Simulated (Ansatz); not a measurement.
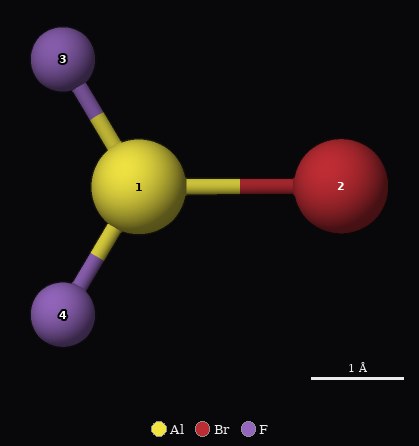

Figure 1. The structure (ball-and-stick view, seen on its broad side; atoms are numbered from 1 in the order of the input). Sticks mark near contacts. Bond lengths as drawn: Al–Br 2.22 Å and Al–F 1.63 Å.

**Single-point calculation of AlBrF2**

- system: AlBrF2
- method: RKS B2PLYP (frozen core)/def2-TZVPP (Ansatz 0.2.0)

The geometry comes from this level: PBE0-D4/def2-TZVP.

**Log**
```
Functional definition: B2PLYP
  name "B2PLYP"
  cite "Grimme, J. Chem. Phys. 124, 034108 (2006) doi:10.1063/1.2148954"
  cite "Becke, Phys. Rev. A 38, 3098 (1988) doi:10.1103/PhysRevA.38.3098"
  cite "Lee, Yang & Parr, Phys. Rev. B 37, 785 (1988) doi:10.1103/PhysRevB.37.785"
  parameter a = 0.53
  parameter c = 0.27
  exchange = (1 - a)*b88_x + a*exact_x
  correlation = (1 - c)*lyp_c + c*(mp2_os + mp2_ss)
998 factors; integrals over basis functions are off by at most 1.0e-3 eV
mean field evaluation 1: about -82058.6268 eV, gradient 4.9e1 eV
mean field evaluation 2: about -82058.7487 eV, gradient 4.9e1 eV
mean field evaluation 4: about -82062.1938 eV, gradient 1.1e0 eV
mean field evaluation 8: about -82062.2212 eV, gradient 1.6e-1 eV
mean field evaluation 16: about -82062.2212 eV, gradient 1.0e-4 eV
mean field -82062.22121256 eV, -3015.7310057903 hartree, gradient 2.4e-6 eV, S^2 0.000000; 0 other end points of the search recorded, 0 dependent functions left out
16 core orbitals not correlated: weight in the atoms' cores, before any rotation towards them, 1.000 or more for the frozen orbitals, at most 0.000 for the correlated occupied ones
reference -82062.22134946 eV, -3015.7310108213 hartree; 17, 17 occupied and 119, 119 virtual orbitals, 998 factors
second order -27.13662544 eV of doubles, -0.00000000 eV of singles
Total energy: -82069.54823833 eV, -3016.0002690209 hartree
```

This output came from the following input.

**Input**
```yaml
crystal:
  periodic: [false, false, false]
  atoms:
    - {symbol: Al, position_ang: [-0.392194, -0.619719, -0.585534]}
    - {symbol: Br, position_ang: [1.592517, -1.410899, 0.003580]}
    - {symbol: F, position_ang: [-0.549562, 0.336324, -1.898015]}
    - {symbol: F, position_ang: [-1.723407, -0.983123, 0.284637]}
basis:
  gaussian: {orbitals: def2-TZVPP}
hamiltonian: {xc: {name: B2PLYP}}
```

Command:
```bash
ansatz run in.yaml --threads 4 --pin off --events-out ev --progress --plain --max-ram 9574MiB
```

**Results in brief**

| quantity | value |
| --- | --- |
| outcome | converged |
| total energy | −82069.5482 eV |
| mean-field energy | −82062.2213 eV |
| SCF solution under orbital rotations | stable |
| hardware | 4 threads of Arm Neoverse V1, 23 GiB of memory available, shared host |
| wall time | 2.2 s (CPU time 8.1 s) |
| peak memory | 0.46 GiB |
